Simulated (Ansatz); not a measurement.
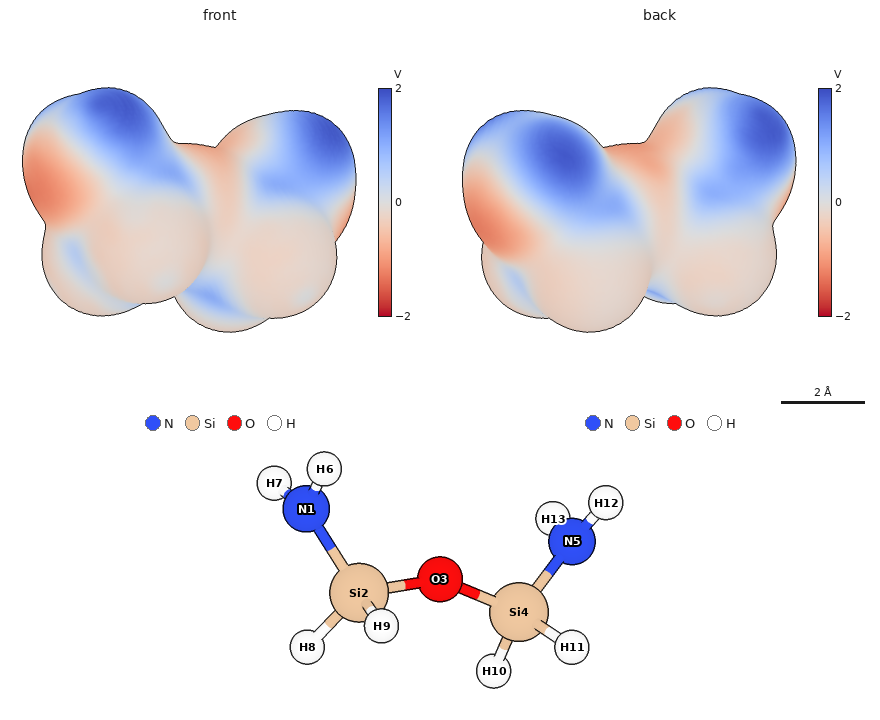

H$_{8}$N$_{2}$OSi$_{2}$. The electrostatic potential painted on the density surface at 0.002 e/bohr³, seen from the front and from behind; the colour scale runs from red (negative) to blue (positive). The bare structure is drawn below in the same view.

Geometry: PBE0-D4/def2-TZVP.

Level of theory: RKS PBE0-D4/def2-TZVPP in Ansatz.

Input

```
crystal:
  periodic: [false, false, false]
  atoms:
    - {symbol: N, position_ang: [0.857079, 2.035970, -1.641435]}
    - {symbol: Si, position_ang: [-0.262627, 0.761396, -1.479156]}
    - {symbol: O, position_ang: [-0.155532, -0.061759, -0.071002]}
    - {symbol: Si, position_ang: [-0.608609, -1.269442, 0.933075]}
    - {symbol: N, position_ang: [0.301422, -1.374817, 2.370211]}
    - {symbol: H, position_ang: [0.737557, 2.899659, -1.138392]}
    - {symbol: H, position_ang: [1.828533, 1.853676, -1.832043]}
    - {symbol: H, position_ang: [-0.006727, -0.191256, -2.588195]}
    - {symbol: H, position_ang: [-1.619125, 1.357891, -1.559724]}
    - {symbol: H, position_ang: [-0.438608, -2.555161, 0.211239]}
    - {symbol: H, position_ang: [-2.020414, -1.033901, 1.325109]}
    - {symbol: H, position_ang: [0.168734, -0.715123, 3.118855]}
    - {symbol: H, position_ang: [1.238717, -1.741933, 2.366358]}
basis:
  gaussian: {orbitals: def2-TZVPP}
hamiltonian: {xc: pbe0, dispersion: d4}
output: {orbitals: {seedname: orbitals}}
```

Launched as:

```sh
ansatz run in.yaml --threads 2 --pin off --events-out ev --progress --plain --max-ram 32768MiB --backend cpu
```

> Where is the surface potential most negative and most positive?

The most negative region (about −1.2 V) lies over N1 and N5, the most positive (about +1.8 V) over H6, H7, H12 and H13.
